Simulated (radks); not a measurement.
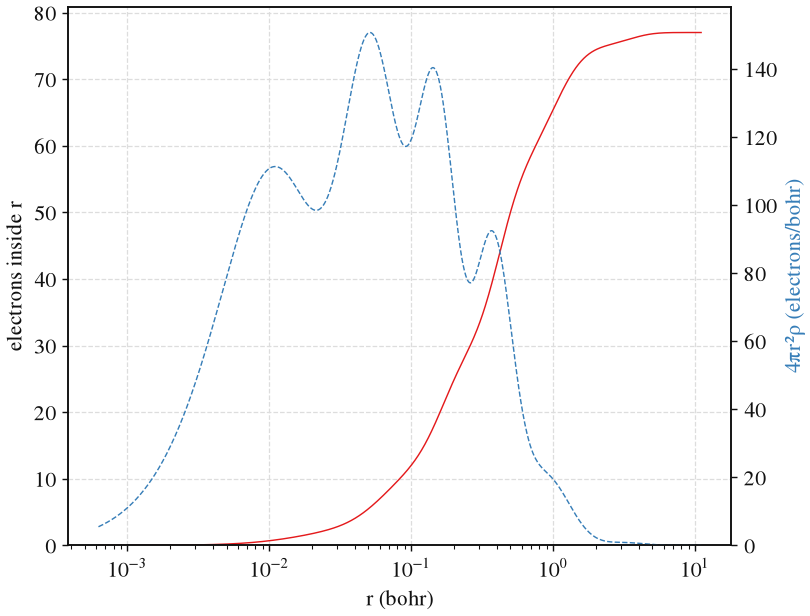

The Hg³⁺ ion in the configuration [Kr] 4d10 4f14 5s2 5p4 5d9 6d2. Method: scalar-relativistic Kohn-Sham, r2SCAN, spin-unpolarised, spherical densities, finite nucleus; computed with the in-house radial solver radks.

The plot shows the number of electrons inside radius r (solid) and the radial density 4πr²ρ (dashed).

Q: What does the plot show?

Answer: The count levels off at 77 electrons. Half of them lie within 0.361 bohr, 90 % within 1.23 bohr and 99 % within 3.75 bohr. The radial density has minima at 0.0213, 0.0915 and 0.261 bohr, where the count stands at 1.9, 11.0 and 30.0; these part the shells that the density resolves.
